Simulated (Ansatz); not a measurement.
## C$_{2}$H$_{2}$FSi: frequency calculation

- system: C$_{2}$H$_{2}$FSi, multiplicity 2, SMILES C#C[SiH]F
- method: HF/STO-3G, UHF (Ansatz 0.2.0)

The geometry was optimised with HF/STO-3G. Figures and captions count atoms from 1; the log counts them from 0 in places.

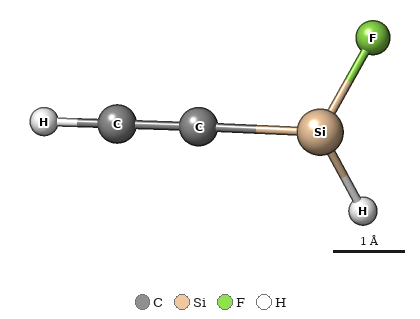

**Figure 1.** The input geometry (ball-and-stick view, seen on its broad side).

### Input file
```yaml
crystal:
  periodic: [false, false, false]
  atoms:
    - {symbol: C, position_ang: [0.116836, -0.660360, -1.577088]}
    - {symbol: C, position_ang: [0.159611, -0.205028, -0.483400]}
    - {symbol: Si, position_ang: [0.365759, 0.480838, 1.176145]}
    - {symbol: F, position_ang: [-0.500900, -0.418292, 2.215510]}
    - {symbol: H, position_ang: [0.070535, -1.068212, -2.560894]}
    - {symbol: H, position_ang: [-0.169841, 1.806955, 1.183527]}
basis:
  gaussian: {orbitals: STO-3G}
magnetization: {spin_polarized: true, initial_magnetization: 1}
hamiltonian: {xc: hf}
phonons: {temperatures: {t_min: 298.15, t_max: 298.15, t_step: 1}}
```

Run as:
```bash
ansatz run run.yaml --threads 1 --pin off --max-ram 3480MiB --events-out events.jsonl --progress --plain --runs-dir runs
```

### What the program printed
```
Functional definition: HF
  name "HF"
  exchange = exact_x
  correlation = 0
362 factors; integrals over basis functions are off by at most 1.2e-5 eV
mean field evaluation 1: about -12501.6969 eV, gradient 1.4e1 eV
mean field evaluation 2: about -12501.7139 eV, gradient 1.4e1 eV
mean field evaluation 4: about -12503.7653 eV, gradient 1.7e0 eV
mean field evaluation 8: about -12503.8172 eV, gradient 2.6e-1 eV
mean field evaluation 16: about -12503.8445 eV, gradient 3.6e-4 eV
mean field evaluation 32: about -12503.6412 eV, gradient 9.2e-1 eV
mean field -12503.84445494 eV, -459.5078083090 hartree, gradient 9.8e-6 eV, S^2 0.870827; 0 other end points of the search recorded, 0 dependent functions left out
the calculation of the forces begins
reference -12503.84445494 eV, -459.5078083090 hartree; 19, 18 occupied and 7, 8 virtual orbitals, 362 factors
these checks for a lower state are left out or cut short: stability, starts, cluster_reference, orbital_swaps, neighbouring_geometries, increment
362 factors; integrals over basis functions are off by at most 1.2e-5 eV
mean field -12503.84442906 eV, -459.5078073579 hartree, gradient 2.1e-6 eV, S^2 0.870655; 0 other end points of the search recorded, 0 dependent functions left out
[... from here on the field's lines of each further geometry are left out, up to the last ...]
the calculation of the forces begins
reference -12503.84444372 eV, -459.5078078966 hartree; 19, 18 occupied and 7, 8 virtual orbitals, 362 factors
these checks for a lower state are left out or cut short: stability, starts, cluster_reference, orbital_swaps, neighbouring_geometries, increment
362 factors; integrals over basis functions are off by at most 1.2e-5 eV
mean field -12503.84444597 eV, -459.5078079790 hartree, gradient 2.1e-6 eV, S^2 0.870844; 0 other end points of the search recorded, 0 dependent functions left out
the calculation of the forces begins
reference -12503.84444597 eV, -459.5078079790 hartree; 19, 18 occupied and 7, 8 virtual orbitals, 362 factors
Total energy: -12503.84445494 eV, -459.5078083090 hartree
Atom 0 at     0.116836    -0.660360    -1.577088 Å, force    -0.000147    -0.000371     0.000409 eV/Å
Atom 1 at     0.159611    -0.205028    -0.483400 Å, force    -0.000594     0.000746     0.000445 eV/Å
Atom 2 at     0.365759     0.480838     1.176145 Å, force     0.001739    -0.000040     0.001049 eV/Å
Atom 3 at    -0.500900    -0.418292     2.215510 Å, force    -0.000538    -0.000515    -0.000011 eV/Å
Atom 4 at     0.070535    -1.068212    -2.560894 Å, force     0.000093    -0.000435    -0.001442 eV/Å
Atom 5 at    -0.169841     1.806955     1.183527 Å, force    -0.000552     0.000615    -0.000449 eV/Å
Dipole moment:     0.281957     0.139199    -0.014431 e Å
Vibrations: 184.50 301.83 449.76 724.45 839.18 874.46 925.56 946.68 1029.80 2063.56 2828.86 3888.97 cm⁻¹, zero-point energy 0.933453 eV
```

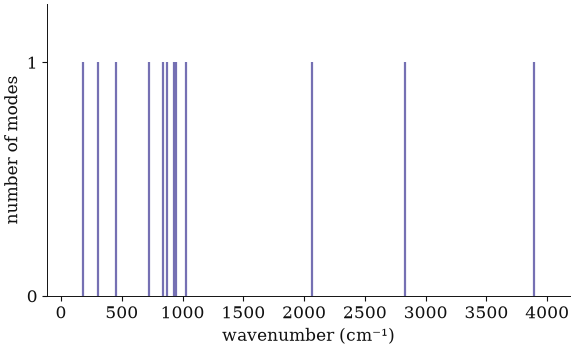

**Figure 2.** Harmonic vibrational wavenumbers from the force constants; neighbouring modes closer than 17 cm⁻¹ are counted in one stick. 12 modes from 184 to 3889 cm⁻¹, none imaginary.

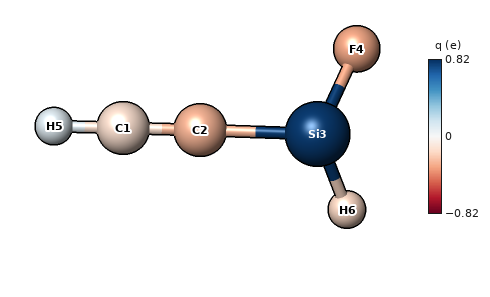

**Figure 3.** Mulliken charges, as the colour of each atom (ball-and-stick view, seen on its broad side; atoms are numbered from 1 in the order of the input; Mulliken charges depend strongly on the basis). By element: C −0.28 to −0.13, Si +0.78, F −0.31 and H −0.16 to +0.10 e.

### Key numbers

```json
{"quantity": "outcome", "value": "converged"}
{"quantity": "total energy", "value": "−459.507808 hartree"}
{"quantity": "basis functions", "value": "26"}
{"quantity": "largest force", "value": "0.002 eV/Å"}
{"quantity": "⟨S²⟩", "value": "0.871"}
{"quantity": "zero-point energy", "value": "0.034304 hartree"}
{"quantity": "dipole moment", "value": "1.51 D"}
{"quantity": "wavenumbers, lowest and highest", "value": "184 and 3889 cm⁻¹"}
{"quantity": "hardware", "value": "1 thread of Arm Neoverse V2, 112 GiB of memory available, shared host"}
{"quantity": "wall time", "value": "9.9 s"}
{"quantity": "peak memory", "value": "0.079 GiB"}
```

### Remarks

⟨S²⟩ is 0.87 against 0.75 for a pure state: the solution is spin-contaminated.
